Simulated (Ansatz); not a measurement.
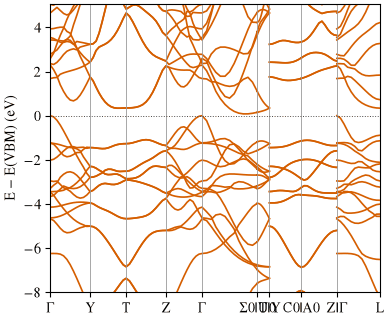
Figure. Band structure from PBEsol in the plane-wave PAW code Ansatz

### Question
Read off the gap and where the band edges lie.

### Answer
About 0.1 eV (0.08 eV by a search for the band edges); maximum at Γ, minimum on the Γ–Σ0 line, 79 % of the way from Γ.

The material is Al$_{2}$Ru in space group Fddd (No. 70; Al on 16f, Ru on 8b).

The first step of the workflow began from a Materials Project structure, measured or hypothetical; the Crystallography Open Database copy checked does not list it. With Al and Ru taken as one species the cell has the higher symmetry Fddd, so it may be an ordered model of a mixed-site phase. Whether it is the stable phase at ambient conditions was not checked. The PBEsol relaxation kept the symmetry of its start; phonons on a q-mesh show no instability. The run is not spin-polarised. Spin–orbit coupling is left out wherever it is not named.

Potentials: the later of the program's two PAW sets.
